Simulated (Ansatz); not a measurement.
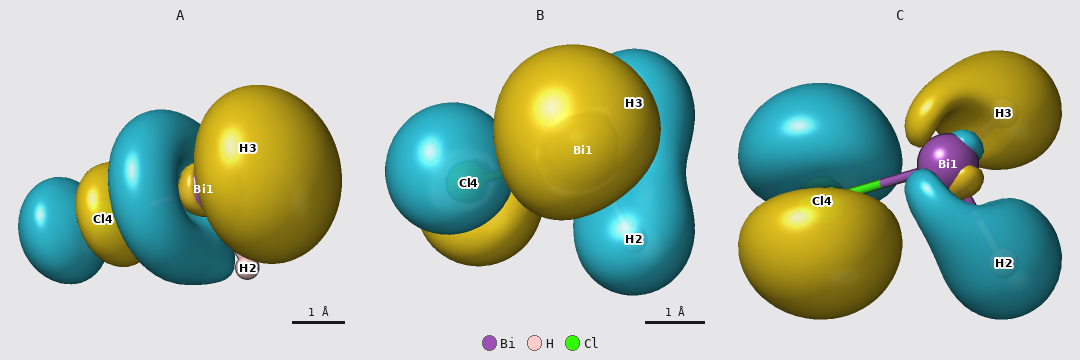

Figure. BiClH2. Three frontier orbitals at ±0.08 Å⁻³ᐟ² (yellow and cyan are the two phases), in no order.

Geometry: PBE0-D4/def2-TZVP; core potentials replace the inner electrons of Bi.

All numbers below come from Ansatz, RKS PBE0-D4/def2-TZVP.

> Order the three orbitals by energy and name them.

C is the HOMO−1 (−8.38 eV). It lies mainly on Cl4 (about 70 %), Bi1 (about 15 %), H2 (about 5 %) and H3 (about 5 %); largely a lone pair of Cl4. B is the HOMO (−7.81 eV). It lies mainly on Bi1 (about 40 %), Cl4 (about 40 %), H2 (about 10 %) and H3 (about 10 %). A is the LUMO (−1.81 eV). It lies mainly on Bi1 (about 70 %) and Cl4 (about 25 %).

> What is the HOMO–LUMO gap?

6.00 eV between the orbital energies.
